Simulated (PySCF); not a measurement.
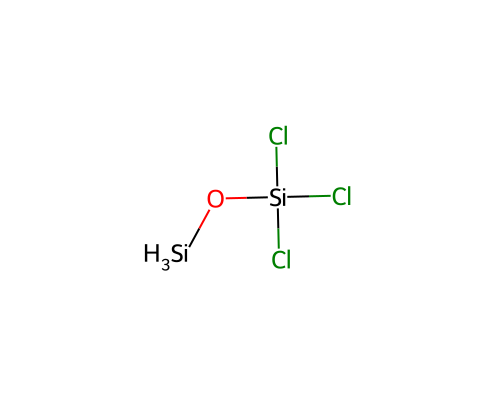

Figure made from data computed with PySCF.

A structural formula.

> Give its SMILES.

[SiH3]O[Si](Cl)(Cl)Cl

> What is the molecular formula?

Cl3H3OSi2.

> An optimisation with PBE0-D3(BJ)/def2-SVP gave a structure of which point group?

C1. Other conformers may differ.
